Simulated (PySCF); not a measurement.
C$_{5}$H$_{7}$FNO (SMILES FCO[C@H]1C=N[CH]C1) (doublet)

```tsv
atom	x (Å)	y (Å)	z (Å)
F	2.1387	-1.3900	0.4420
C	2.1932	-0.3160	-0.4246
O	0.9772	-0.0347	-0.9649
C	0.0123	0.5080	-0.0642
C	-1.1278	1.1268	-0.8365
N	-2.3036	0.6524	-0.4935
C	-2.1575	-0.2720	0.4292
C	-0.7296	-0.5395	0.7903
H	2.6110	0.5153	0.1701
H	2.8644	-0.6055	-1.2403
H	0.5120	1.2652	0.5641
H	-1.0099	1.8683	-1.6017
H	-3.0039	-0.7811	0.8501
H	-0.4359	-1.5508	0.4974
H	-0.5450	-0.4384	1.8606
```

Geometry: GFN2-xTB.

Method: PySCF, UKS B3LYP, pcH-1 on C F H N O, non-relativistic, mean-field spin-orbit, GIAO.

Q: Predict the electron density, electron localisation function and spin density between the atoms.

A: C–N (1.31 Å): ρ is about 2.6 e/Å³ halfway; the ELF peaks at about 0.90 between the atoms (localised, covalent bonding).
C–C (1.50 Å): the density is about 1.7 e/Å³ at the midpoint; the ELF peaks at about 0.95 between the atoms: a shared electron pair.
C–H (1.07 Å): ρ is about 2.1 e/Å³ halfway; the ELF climbs to about 1 towards the hydrogen, as it does in any bond to H (an ordinary covalent bond to hydrogen).
The unpaired spin (1 electron) lies mostly on C5 (about 0.4) and C7 (about 0.4), in electrons by Hirshfeld's partition.

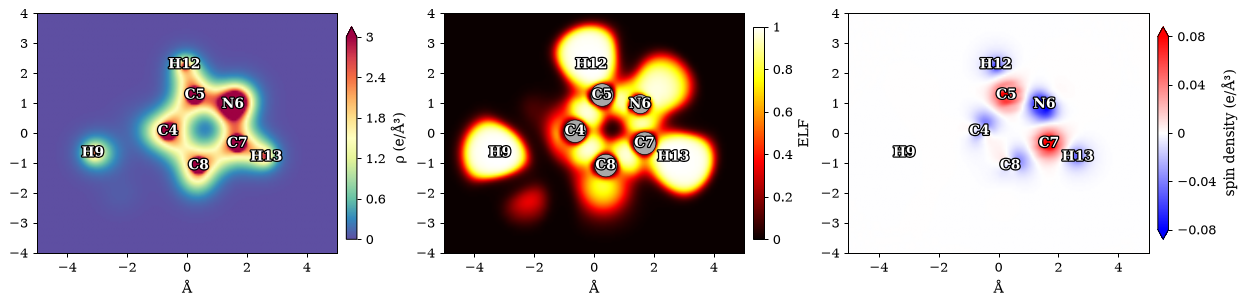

Computed electron density, electron localisation function and spin density on the plane of atoms N6, C5 and H12, in this order. Grey discs cover the atomic cores in the ELF map. 
